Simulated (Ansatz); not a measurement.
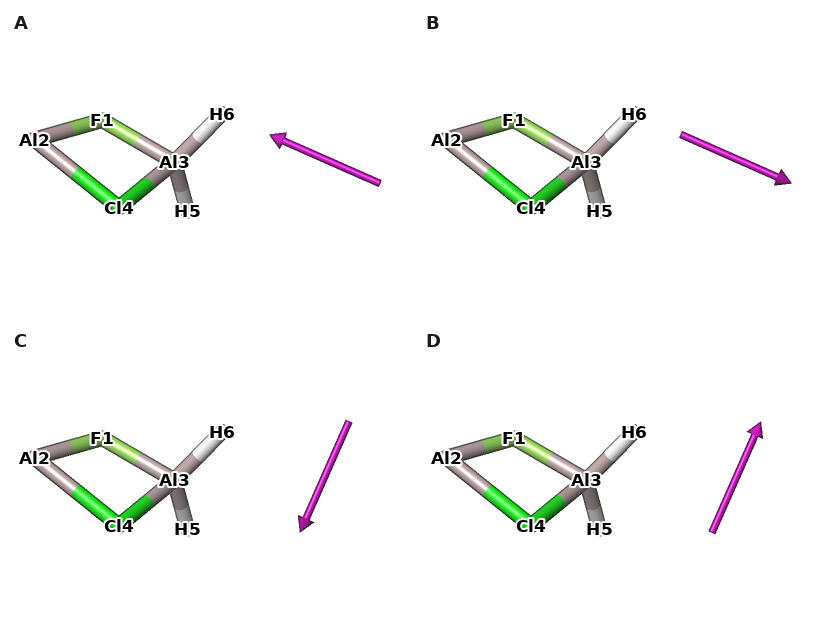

The same molecule four times, each with an arrow. The geometry was computed by an optimisation with PBE-D4/def2-SVP. No frequency run is at hand to confirm it as a minimum. Method: RKS PBE-D4/def2-SVP (Ansatz 0.2.0).

Which arrow points along the dipole moment, from the negative to the positive end?

Answer. A. The dipole moment is 1.33 D; it points from the side of H5, H6 to the side of Al2 (the outermost atoms at the two ends).
